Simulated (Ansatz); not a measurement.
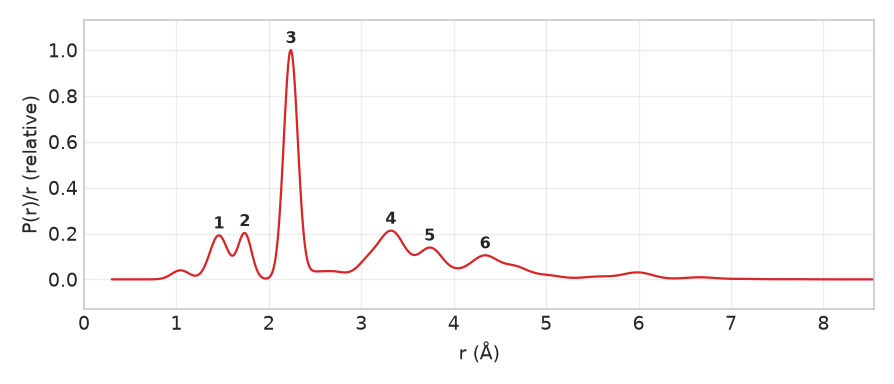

Simulated gas electron diffraction: radial distribution curve of AlH9NPSi2. Each pair of atoms contributes with weight ZᵢZⱼ/r; damping constant 0.0015 Å²; vibrational amplitudes assumed, not computed: 0.05 Å for bonds, 0.078 Å for bonds to H, 0.06 + 0.015 r up to 0.15 Å for other pairs. The geometry is the end point of an optimisation (RKS PBE/STO-3G (Ansatz)); it may be a saddle point or a higher isomer. SMILES: [NH2][AlH][PH][SiH2][SiH3].

Question: Which pairs of atoms lie under the numbered peaks? Mark bonded pairs by – and others by ···.

Answer: Peak 1, 1.46 Å: P–H 1.42 Å, Si–H 1.46 Å (×5), Al–H 1.51 Å, not resolved
Peak 2, 1.74 Å: Al–N 1.74 Å
Peak 3, 2.24 Å: P–Si 2.22 Å, P–Al 2.23 Å, Si–Si 2.26 Å
Peak 4, 3.32 Å: Si···H 3.05–3.11 Å (×5), Si···Al 3.30 Å, P···N 3.41 Å, not resolved
Peak 5, 3.74 Å: P···Si 3.75 Å
Peak 6, 4.34 Å: P···H 4.06–4.41 Å (×3), Si···Al 4.33 Å, Si···N 4.66 Å, not resolved
